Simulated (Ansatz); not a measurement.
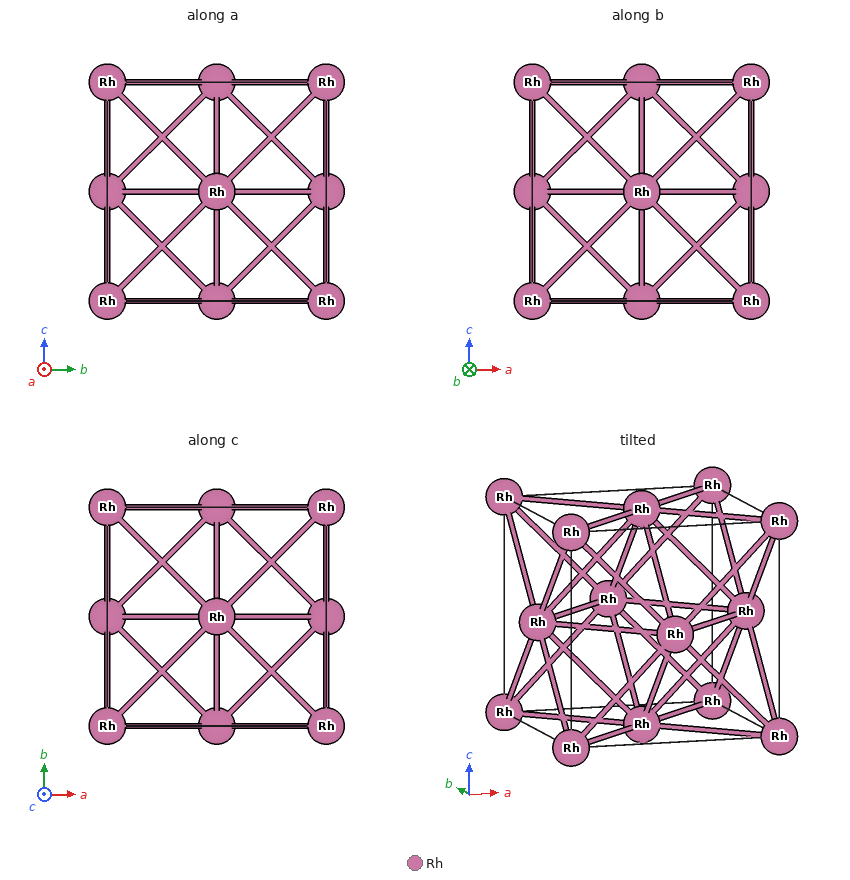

Shown here is a ball-and-stick view of the crystal, taken along the a axis, along the b axis, along the c axis and slightly off an axis. Thin lines show the conventional unit cell, with boundary atoms drawn in all their periodic places.

Lattice parameters: a = 3.800 Å, b = 3.800 Å, c = 3.800 Å, α = 90.00°, β = 90.00°, γ = 90.00°. Put a along x and b in the xy plane.

Question: Put the structure into a POSCAR file.

Answer:
```
Rh
1.0
     3.800    0.000    0.000
     0.000    3.800    0.000
     0.000    0.000    3.800
Rh
4
Direct
  0.0000 0.0000 0.0000
  0.0000 0.5000 0.5000
  0.5000 0.0000 0.5000
  0.5000 0.5000 0.0000
```

Origin of the cell: the standard structure of this element. Earlier steps of the study, as a rule a relaxation of our own, may have changed the cell and positions, so they can lie some per cent off the listed ones. Ansatz was used for an electronic-structure calculation on it.
